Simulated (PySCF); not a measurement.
# HCF (CHF): NMR shifts, electronic excitations and K edges in gas and solvents

Aim: compute the NMR shifts, electronic excitations and K edges of HCF (CHF) (`[CH]F`), and see what a dielectric continuum does where one was used.

The runs use PySCF 2.14.0, with density-fitted response routines of our own; the level of theory stands in each step. All values are computed, except where a source is named. Atoms are numbered from 0 throughout.

## Step 1: The molecule as given

3 atoms, charge 0, multiplicity 1; geometry from: GFN2-xTB.

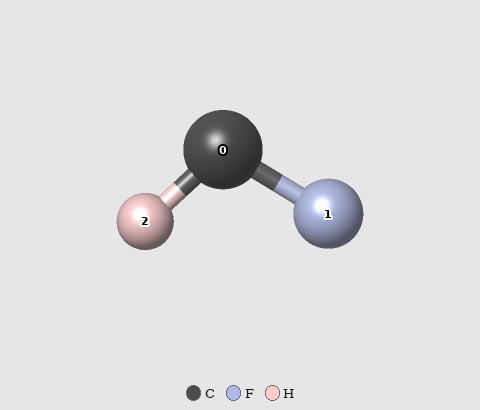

As it starts; carbon dark grey, fluorine light blue, hydrogen pink, atoms numbered.

## Step 2: Optimising the geometry at PBE0-D3(BJ)/def2-SVP

What the job is given:

```
{"job": {"xc": "PBE0", "basis": "def2-SVP", "d3": "d3bj", "grid": 1, "kind": "geom"}, "charge": 0, "multiplicity": 1}
C     -0.096804     0.475622    -0.002699
F      1.017997    -0.191266    -0.011076
H     -0.909713    -0.286894     0.001222
```

The log of the run:

```text
step   0  E = -138.14822143  max force = 0.016514
step   1  E = -138.14896194  max force = 0.005276
step   2  E = -138.14896002  max force = 0.002777
step   3  E = -138.14903830  max force = 0.000451
step   4  E = -138.14903992  max force = 0.000193
optimisation converged
```

Run time: 1.2 s. Hardware: 1 thread, shared host.

Relaxation path:

| step | energy from step 0 (eV) | largest force component (eV/Å) |
| --- | --- | --- |
| 0 | 0.0000 | 0.8492 |
| 1 | -0.0202 | 0.2713 |
| 2 | -0.0201 | 0.1428 |
| 3 | -0.0222 | 0.0232 |
| 4 | -0.0223 | 0.0099 |

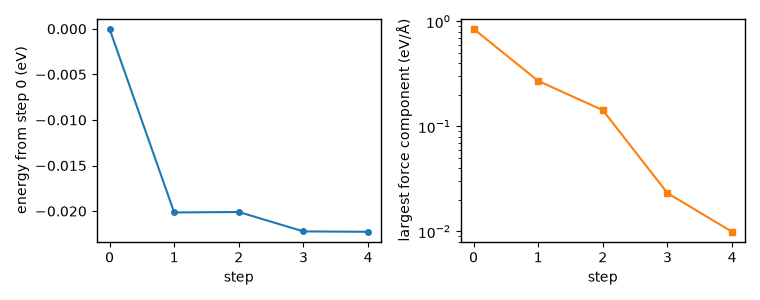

Energy and largest force along the relaxation.

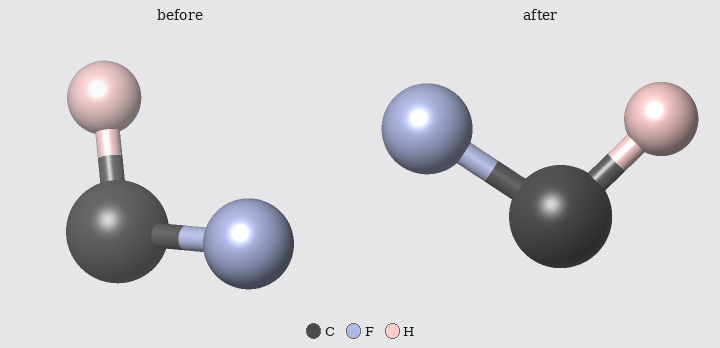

The geometry before (left) and after (right).

Close pairs (by a distance rule), those that changed most:

| bond | before (Å) | after (Å) | change (Å) |
| --- | --- | --- | --- |
| C0–H2 | 1.115 | 1.135 | +0.020 |
| C0–F1 | 1.299 | 1.295 | -0.004 |

The final coordinates are the input of the step that follows.

| at the end point | value |
| --- | --- |
| point group (found at 0.08 Å tolerance) | Cs |
| rotational constants (GHz, main isotopes) | 461.4, 37.466, 34.653 |
| dipole moment (D) | 1.52 |

## Step 3: Nuclear shieldings: PBE0/pcSseg-1 in chloroform

What the job is given:

```
{"job": {"kind": "nmr", "xc": "PBE0", "basis": "pcSseg-1", "solvent": "chloroform", "pop": true}, "charge": 0, "multiplicity": 1}
C      0.336170     0.362670     0.122443
F     -0.729378     0.348639    -0.613051
H      0.405199    -0.713431     0.476745
```

Method: GIAO PBE0/pcSseg-1 NMR shielding, non-relativistic, IEF-PCM chloroform.

The log of the run:

```text
coarse grid: 2792 points
cycle   1  E = -138.2081462167  dE =  1.119e-01  |g| = 3.662e-01  |ddm| = 1.448e+00
cycle   2  E = -138.1791614224  dE =  2.898e-02  |g| = 5.707e-01  |ddm| = 3.796e-01
cycle   3  E = -138.2302652371  dE = -5.110e-02  |g| = 5.204e-02  |ddm| = 2.473e-01
cycle   4  E = -138.2306618386  dE = -3.966e-04  |g| = 8.271e-03  |ddm| = 2.743e-02
cycle   5  E = -138.2306772917  dE = -1.545e-05  |g| = 1.881e-03  |ddm| = 1.144e-02
cycle   6  E = -138.2306783148  dE = -1.023e-06  |g| = 1.469e-04  |ddm| = 2.281e-03
final grid: 28184 points
cycle   7  E = -138.2492863424  dE = -8.861e-06  |g| = 3.232e-03  |ddm| = 6.575e-03
cycle   8  E = -138.2492838413  dE =  2.501e-06  |g| = 5.278e-03  |ddm| = 4.129e-03
cycle   9  E = -138.2492883263  dE = -4.485e-06  |g| = 3.166e-04  |ddm| = 2.235e-03
cycle  10  E = -138.2492883493  dE = -2.298e-08  |g| = 3.894e-05  |ddm| = 3.170e-04
cycle  11  E = -138.2492883496  dE = -2.926e-10  |g| = 3.742e-06  |ddm| = 3.417e-05
converged SCF energy = -138.2492883496

GIAO shielding tensors (ppm)
atom      isotropic    diamagn.    paramagn.     s11        s22        s33       span
  0 C     -566.139     248.379    -814.518  -1677.510    -58.704     37.796   1715.306
  1 F     -567.358     472.280   -1039.637  -1875.863   -382.188    555.978   2431.841
  2 H       12.339      28.086     -15.747    -17.120     21.998     32.139     49.259
```

Wall time 1.2 s (1 thread, shared host).

The references, computed at this level on geometries of the same kind, shield at (ppm): ¹H TMS 31.25, ¹³C TMS 185.2, ¹⁹F CFCl3 179.6. Their shielding less the atom's gives the shift. The references are single molecules in the same continuum, so shifts against H2O, NH3, PH3, H3PO4 or CFCl3 are not on the usual liquid scales and can be off by tens of ppm.

| atoms | environment | σ (ppm) | δ (ppm) |
| --- | --- | --- | --- |
| C0 | carbon bonded to F, H | -566.1 | 751.3 |
| H2 | hydrogen on a carbon bonded to F | 12.34 | 18.91 |
| F1 | fluorine bonded to C | -567.4 | 747.0 |

Charges from the same density, by scheme (e):

| atoms | Mulliken | IAO | Hirshfeld | ESP fit |
| --- | --- | --- | --- | --- |
| C0 | 0.06 | 0.03 | -0.01 | -0.39 |
| F1 | -0.18 | -0.16 | -0.03 | 0.09 |

Mulliken charges:

| atom | value (e) |
| --- | --- |
| C0 | 0.06 |
| F1 | -0.18 |
| H2 | 0.12 |

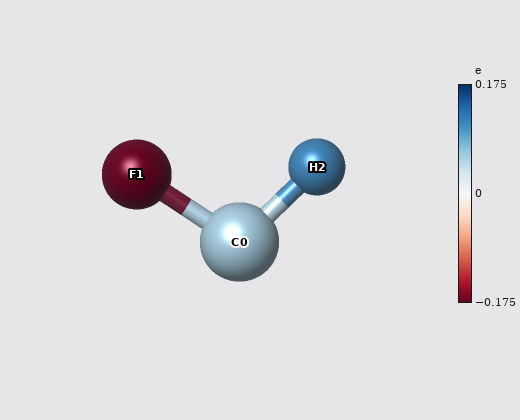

Mulliken charges, as colours on the atoms.

Mayer bond orders: C0–F1 1.17.

## Step 4: NMR shieldings: PBE0/pcSseg-1 in dichloromethane

What the job is given:

```
{"job": {"kind": "nmr", "xc": "PBE0", "basis": "pcSseg-1", "solvent": "dichloromethane", "pop": false}, "charge": 0, "multiplicity": 1}
C      0.336170     0.362670     0.122443
F     -0.729378     0.348639    -0.613051
H      0.405199    -0.713431     0.476745
```

Method: GIAO PBE0/pcSseg-1 NMR shielding, non-relativistic, IEF-PCM dichloromethane.

The log of the run:

```text
coarse grid: 2792 points
cycle   1  E = -138.2089083365  dE =  1.111e-01  |g| = 3.651e-01  |ddm| = 1.448e+00
cycle   2  E = -138.1807963118  dE =  2.811e-02  |g| = 5.661e-01  |ddm| = 3.805e-01
cycle   3  E = -138.2310012592  dE = -5.020e-02  |g| = 5.147e-02  |ddm| = 2.450e-01
cycle   4  E = -138.2313892494  dE = -3.880e-04  |g| = 8.198e-03  |ddm| = 2.749e-02
cycle   5  E = -138.2314048002  dE = -1.555e-05  |g| = 1.905e-03  |ddm| = 1.189e-02
cycle   6  E = -138.2314058905  dE = -1.090e-06  |g| = 1.575e-04  |ddm| = 2.610e-03
final grid: 28184 points
cycle   7  E = -138.2500122560  dE = -8.875e-06  |g| = 3.207e-03  |ddm| = 6.538e-03
cycle   8  E = -138.2500098355  dE =  2.420e-06  |g| = 5.218e-03  |ddm| = 4.075e-03
cycle   9  E = -138.2500142106  dE = -4.375e-06  |g| = 3.125e-04  |ddm| = 2.204e-03
cycle  10  E = -138.2500142331  dE = -2.242e-08  |g| = 3.936e-05  |ddm| = 3.104e-04
cycle  11  E = -138.2500142334  dE = -2.966e-10  |g| = 3.607e-06  |ddm| = 3.346e-05
converged SCF energy = -138.2500142334

GIAO shielding tensors (ppm)
atom      isotropic    diamagn.    paramagn.     s11        s22        s33       span
  0 C     -558.286     248.591    -806.876  -1653.790    -59.461     38.394   1692.185
  1 F     -557.838     472.300   -1030.139  -1848.307   -382.008    556.801   2405.107
  2 H       12.658      28.020     -15.362    -16.058     21.936     32.098     48.156
```

Wall time 0.4 s (1 thread, shared host).

Key values: δ C0 743.6, F1 737.9, H2 18.58 ppm.

## Step 5: Ultraviolet spectrum: B3LYP/def2-SVPD

What the job is given:

```
{"job": {"kind": "uv", "xc": "B3LYP", "basis": "def2-SVPD", "dynamic": true, "nstates": 6, "ntriplets": 0}, "charge": 0, "multiplicity": 1}
C      0.336170     0.362670     0.122443
F     -0.729378     0.348639    -0.613051
H      0.405199    -0.713431     0.476745
```

Method: TDDFT B3LYP/def2-SVPD, vertical, gas phase, core orbitals frozen in the response.

The log of the run:

```text
coarse grid: 2792 points
cycle   1  E = -138.2668902477  dE =  1.128e-01  |g| = 3.463e-01  |ddm| = 1.789e+00
cycle   2  E = -138.2247614384  dE =  4.213e-02  |g| = 6.111e-01  |ddm| = 5.541e-01
cycle   3  E = -138.2883560409  dE = -6.359e-02  |g| = 6.255e-02  |ddm| = 3.662e-01
cycle   4  E = -138.2890179614  dE = -6.619e-04  |g| = 1.099e-02  |ddm| = 4.765e-02
cycle   5  E = -138.2890475057  dE = -2.954e-05  |g| = 2.549e-03  |ddm| = 2.276e-02
cycle   6  E = -138.2890494340  dE = -1.928e-06  |g| = 1.849e-04  |ddm| = 4.854e-03
final grid: 28184 points
cycle   7  E = -138.3084464929  dE = -7.247e-06  |g| = 3.291e-03  |ddm| = 1.129e-02
cycle   8  E = -138.3084423101  dE =  4.183e-06  |g| = 5.972e-03  |ddm| = 5.014e-03
cycle   9  E = -138.3084482528  dE = -5.943e-06  |g| = 9.787e-05  |ddm| = 3.243e-03
cycle  10  E = -138.3084482546  dE = -1.821e-09  |g| = 3.338e-05  |ddm| = 1.900e-04
cycle  11  E = -138.3084482549  dE = -3.154e-10  |g| = 5.517e-06  |ddm| = 6.607e-05
converged SCF energy = -138.3084482549

Static polarisability (au): isotropic 15.892, principal 13.923 15.676 18.076

Singlet excitations
state   eV       nm        f      main configurations
  1   2.2174    559.1   0.00503   H->L 1.00
  2   6.7638    183.3   0.08318   H->L+1 1.00
  3   7.8885    157.2   0.02619   H->L+2 0.98
  4   8.3428    148.6   0.02447   H-1->L 0.97
  5   9.2392    134.2   0.00995   H->L+4 0.98
  6   9.3070    133.2   0.04294   H->L+3 0.89
```

It took 0.8 s on 1 thread, shared host.

The orbitals next to the gap, with their largest atomic shares:

| orbital | eV | atoms |
| --- | --- | --- |
| HOMO−3 | -15.22 | F1 61 %, C0 26 %, H2 13 % |
| HOMO−2 | -14.45 | F1 86 %, C0 14 % |
| HOMO−1 | -13.10 | F1 54 %, C0 32 %, H2 14 % |
| HOMO | -7.05 | C0 64 %, F1 22 %, H2 14 % |
| LUMO | -3.14 | C0 68 %, F1 23 %, H2 10 % |
| LUMO+1 | 0.84 | C0 56 %, H2 26 %, F1 18 % |
| LUMO+2 | 2.09 | F1 47 %, H2 36 %, C0 16 % |

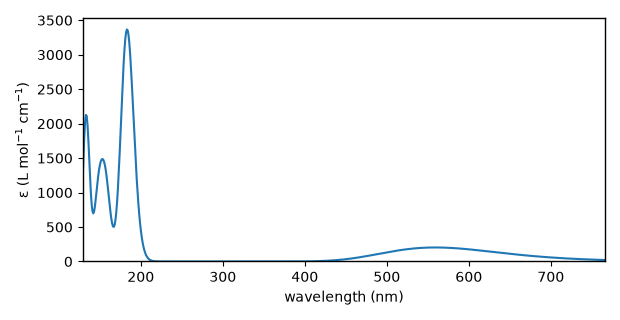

Absorption spectrum: each of the 6 states is a Gaussian band of 0.4 eV half-width at 1/e. Beyond the last state computed it falls off for lack of states.

Ground-state properties from the same run:

| property | computed |
| --- | --- |
| dipole moment (D) | 1.52 |
| polarisability (Å³) | 2.35 |
| HOMO–LUMO gap (eV) | 3.91 |
| −ε(HOMO) (eV) | 7.05 |
| C6 with itself (au) | 104 |

## Step 6: Ultraviolet spectrum: B3LYP/def2-SVPD in chloroform

What the job is given:

```
{"job": {"kind": "uv", "xc": "B3LYP", "basis": "def2-SVPD", "solvent": "chloroform", "nstates": 6, "ntriplets": 0}, "charge": 0, "multiplicity": 1}
C      0.336170     0.362670     0.122443
F     -0.729378     0.348639    -0.613051
H      0.405199    -0.713431     0.476745
```

Method: TDDFT B3LYP/def2-SVPD, vertical, IEF-PCM chloroform (non-equilibrium linear response), core orbitals frozen in the response.

The log of the run:

```text
coarse grid: 2792 points
cycle   1  E = -138.2708776441  dE =  1.089e-01  |g| = 3.410e-01  |ddm| = 1.788e+00
cycle   2  E = -138.2335853283  dE =  3.729e-02  |g| = 5.850e-01  |ddm| = 5.296e-01
cycle   3  E = -138.2918356354  dE = -5.825e-02  |g| = 5.826e-02  |ddm| = 3.589e-01
cycle   4  E = -138.2923930359  dE = -5.574e-04  |g| = 1.034e-02  |ddm| = 4.958e-02
cycle   5  E = -138.2924203245  dE = -2.729e-05  |g| = 2.123e-03  |ddm| = 1.972e-02
cycle   6  E = -138.2924217256  dE = -1.401e-06  |g| = 1.558e-04  |ddm| = 5.138e-03
final grid: 28184 points
cycle   7  E = -138.3118069404  dE = -7.416e-06  |g| = 3.142e-03  |ddm| = 1.120e-02
cycle   8  E = -138.3118034178  dE =  3.523e-06  |g| = 5.571e-03  |ddm| = 4.786e-03
cycle   9  E = -138.3118085423  dE = -5.124e-06  |g| = 7.183e-05  |ddm| = 3.035e-03
cycle  10  E = -138.3118085432  dE = -9.159e-10  |g| = 2.328e-05  |ddm| = 1.118e-04
converged SCF energy = -138.3118085432

Static polarisability (au): isotropic 18.384, principal 16.121 18.220 20.810

Singlet excitations
state   eV       nm        f      main configurations
  1   2.2843    542.8   0.00618   H->L 1.00
  2   6.8735    180.4   0.09723   H->L+1 0.99
  3   7.9512    155.9   0.03814   H->L+2 0.98
  4   8.3380    148.7   0.03121   H-1->L 0.98
  5   9.2513    134.0   0.06056   H->L+3 0.90
  6   9.3607    132.5   0.01783   H->L+4 0.98
```

It took 0.6 s on 1 thread, shared host.

This run: HOMO -7.04 eV, LUMO -3.02 eV; lowest singlet 2.28 eV.

## Step 7: Excited states and response: B3LYP/def2-SVPD in dichloromethane

What the job is given:

```
{"job": {"kind": "uv", "xc": "B3LYP", "basis": "def2-SVPD", "solvent": "dichloromethane", "nstates": 6, "ntriplets": 0}, "charge": 0, "multiplicity": 1}
C      0.336170     0.362670     0.122443
F     -0.729378     0.348639    -0.613051
H      0.405199    -0.713431     0.476745
```

Level: TDDFT B3LYP/def2-SVPD, vertical, IEF-PCM dichloromethane (non-equilibrium linear response), core orbitals frozen in the response.

The log of the run:

```text
coarse grid: 2792 points
cycle   1  E = -138.2716380908  dE =  1.082e-01  |g| = 3.402e-01  |ddm| = 1.787e+00
cycle   2  E = -138.2351523965  dE =  3.649e-02  |g| = 5.809e-01  |ddm| = 5.267e-01
cycle   3  E = -138.2925701812  dE = -5.742e-02  |g| = 5.763e-02  |ddm| = 3.579e-01
cycle   4  E = -138.2931140018  dE = -5.438e-04  |g| = 1.025e-02  |ddm| = 5.029e-02
cycle   5  E = -138.2931410742  dE = -2.707e-05  |g| = 2.102e-03  |ddm| = 1.918e-02
cycle   6  E = -138.2931424840  dE = -1.410e-06  |g| = 1.634e-04  |ddm| = 5.461e-03
final grid: 28184 points
cycle   7  E = -138.3125251380  dE = -7.434e-06  |g| = 3.123e-03  |ddm| = 1.116e-02
cycle   8  E = -138.3125217015  dE =  3.436e-06  |g| = 5.519e-03  |ddm| = 4.752e-03
cycle   9  E = -138.3125267200  dE = -5.019e-06  |g| = 6.759e-05  |ddm| = 3.007e-03
cycle  10  E = -138.3125267209  dE = -8.274e-10  |g| = 2.083e-05  |ddm| = 9.963e-05
converged SCF energy = -138.3125267209

Static polarisability (au): isotropic 18.925, principal 16.619 18.775 21.382

Singlet excitations
state   eV       nm        f      main configurations
  1   2.3077    537.3   0.00622   H->L 1.00
  2   6.9153    179.3   0.09645   H->L+1 0.99
  3   7.9752    155.5   0.04028   H->L+2 0.98
  4   8.3448    148.6   0.03130   H-1->L 0.98
  5   9.2487    134.1   0.06179   H->L+3 0.90
  6   9.3890    132.1   0.01948   H->L+4 0.98
```

Wall time 0.6 s (1 thread, shared host).

Key values: HOMO -7.05 eV, LUMO -3.00 eV; lowest singlet 2.31 eV.

## Step 8: K-edge absorption: BHandHLYP/aug-pcX-1+pcseg-1

What the job is given:

```
{"job": {"kind": "xas", "xc": "BHandHLYP", "basis": {"default": "aug-pcX-1", "H": "pcseg-1"}}, "charge": 0, "multiplicity": 1}
C      0.336170     0.362670     0.122443
F     -0.729378     0.348639    -0.613051
H      0.405199    -0.713431     0.476745
```

With the program's defaults for keys left out, this is: core-valence-separated TDA BHandHLYP/aug-pcX-1 H:pcseg-1, K edges, non-relativistic, gas phase.

The log of the run:

```text
coarse grid: 2792 points
cycle   1  E = -138.2888071464  dE =  6.615e-02  |g| = 4.105e-01  |ddm| = 1.384e+00
cycle   2  E = -138.2857417327  dE =  3.065e-03  |g| = 4.727e-01  |ddm| = 4.139e-01
cycle   3  E = -138.3198985206  dE = -3.416e-02  |g| = 5.912e-02  |ddm| = 2.061e-01
cycle   4  E = -138.3204059386  dE = -5.074e-04  |g| = 1.038e-02  |ddm| = 3.700e-02
cycle   5  E = -138.3204388595  dE = -3.292e-05  |g| = 2.021e-03  |ddm| = 1.486e-02
cycle   6  E = -138.3204408782  dE = -2.019e-06  |g| = 3.586e-04  |ddm| = 3.694e-03
final grid: 28184 points
cycle   7  E = -138.3275496142  dE = -2.936e-05  |g| = 1.918e-03  |ddm| = 5.872e-03
cycle   8  E = -138.3275495127  dE =  1.016e-07  |g| = 1.808e-03  |ddm| = 1.445e-03
cycle   9  E = -138.3275499540  dE = -4.413e-07  |g| = 3.349e-04  |ddm| = 7.953e-04
cycle  10  E = -138.3275499699  dE = -1.588e-08  |g| = 2.339e-05  |ddm| = 1.587e-04
cycle  11  E = -138.3275499701  dE = -2.506e-10  |g| = 8.575e-06  |ddm| = 3.002e-05
converged SCF energy = -138.3275499701

C K edge
   eV          f      from atoms
  280.984   0.10401   C0
  288.551   0.04570   C0
  289.601   0.02054   C0
  290.726   0.01162   C0
  290.837   0.00717   C0
  291.962   0.02194   C0
  292.518   0.02528   C0
  294.017   0.00258   C0

F K edge
   eV          f      from atoms
  683.001   0.02381   F1
  688.106   0.00375   F1
  689.127   0.01774   F1
  690.108   0.01065   F1
  690.257   0.00082   F1
  691.051   0.01328   F1
  691.923   0.00859   F1
  692.438   0.00568   F1
```

Wall time 0.5 s (1 thread, shared host).

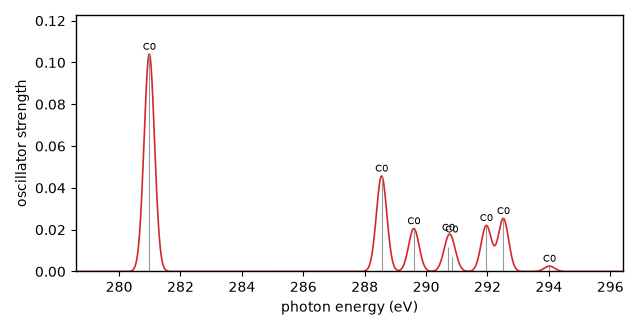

The C K edge. Lines are broadened to a width of 0.40 eV (Gaussian).

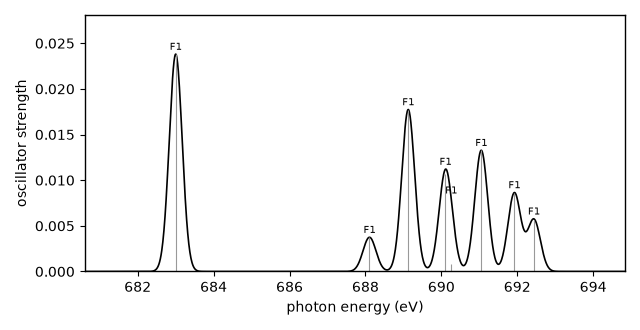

The F K edge. Lines are broadened to a width of 0.40 eV (Gaussian).

## Step 9: Comparing the runs: NMR shifts

Shifts (ppm), with basis size and wall time:

| run | C0 | H2 | F1 | functions | time |
| --- | --- | --- | --- | --- | --- |
| PBE0/pcSseg-1 in chloroform | 751.3 | 18.91 | 747.0 | 39 | 1.2 s |
| PBE0/pcSseg-1 in dichloromethane | 743.6 | 18.58 | 737.9 | 39 | 0.4 s |

The continuum's effect on the ground state:

| solvent | ε | polarisation energy (Eh) | μ (D) |
| --- | --- | --- | --- |
| chloroform | 4.71 | -0.0039 | 1.79 |
| dichloromethane | 8.93 | -0.0047 | 1.84 |

## Step 10: Run by run: electronic excitations

Excitations and ground-state properties, with basis size and wall time:

| run | lowest singlet (eV) | brightest (eV) | f | gap (eV) | α (Å³) | μ (D) | functions | time |
| --- | --- | --- | --- | --- | --- | --- | --- | --- |
| B3LYP/def2-SVPD | 2.22 | 6.76 | 0.083 | 3.91 | 2.35 | 1.52 | 51 | 0.8 s |
| B3LYP/def2-SVPD in chloroform | 2.28 | 6.87 | 0.097 | 4.03 | 2.72 | 1.80 | 51 | 0.6 s |
| B3LYP/def2-SVPD in dichloromethane | 2.31 | 6.92 | 0.096 | 4.05 | 2.80 | 1.86 | 51 | 0.6 s |

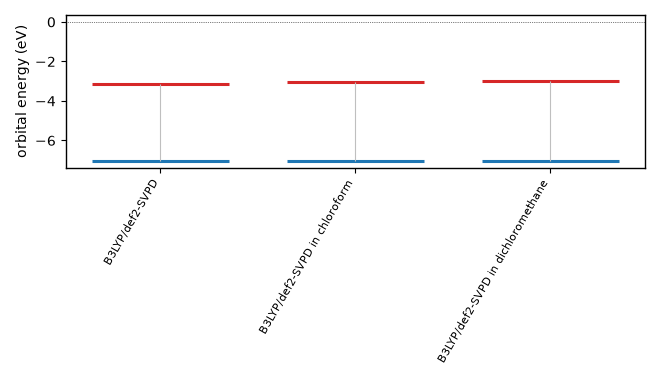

HOMO (blue) and LUMO (red) run by run.

The continuum's effect on the ground state:

| solvent | ε | polarisation energy (Eh) | μ (D) |
| --- | --- | --- | --- |
| chloroform | 4.71 | -0.0038 | 1.80 |
| dichloromethane | 8.93 | -0.0047 | 1.86 |

## Step 11: Results

| quantity | value |
| --- | --- |
| point group | Cs |
| rotational constants (main isotopes) | 461.40, 37.47, 34.65 GHz |
| ¹³C shifts against TMS (PBE0/pcSseg-1, chloroform) | 751.3 ppm |
| ¹H shifts against TMS (PBE0/pcSseg-1, chloroform) | 18.91 ppm |
| ¹⁹F shifts against CFCl3 (PBE0/pcSseg-1, chloroform) | 747.0 ppm |
| lowest singlet (B3LYP/def2-SVPD) | 2.22 eV (559 nm), f = 0.005 |
| brightest single state of those computed | state 2, 6.76 eV, f = 0.083 |
| C K edge | first line 280.98 eV, strongest 280.98 eV (f = 0.104) |
| F K edge | first line 683.00 eV, strongest 683.00 eV (f = 0.024) |
| range of the shift of F1 | 737.9 to 747.0 ppm |
| range of the lowest singlet | 2.22 to 2.31 eV |

What this shows: The optimisation took 4 steps and gained 0.022 eV; among the close pairs (by a distance rule), C0–H2 changed most, from 1.115 to 1.135 Å. At PBE0/pcSseg-1: Shielding is most anisotropic at F1 (span 2432 ppm, paramagnetic term -1040 ppm). The lowest singlet, at 2.22 eV, is HOMO→LUMO 1.00 and is weak; of the 6 states computed, the strongest absorption comes from state 2 at 6.76 eV (the last state computed is bright too, and its partners may lie past the list). At the C edge the strongest single line lifts a 1s electron of C0 into LUMO (weight 0.89), and it is the first line. At the F edge the strongest single line lifts a 1s electron of F1 into LUMO (weight 0.95), and it is the first line. Absolute edge energies from this method are off by several eV; spacings are better. In ppm, F1 moves most: its shift spreads over 9.1 ppm, from 737.9 (PBE0/pcSseg-1 in dichloromethane) to 747.0 (PBE0/pcSseg-1 in chloroform). The continuum holds electrostatics alone: no hydrogen bonds to the solvent, and the gas-phase geometry is kept. The lowest singlet runs from 2.22 eV (B3LYP/def2-SVPD) to 2.31 eV (B3LYP/def2-SVPD in dichloromethane), while the orbital gap spans 3.91 to 4.05 eV. The lowest state need not be the same one in every run.
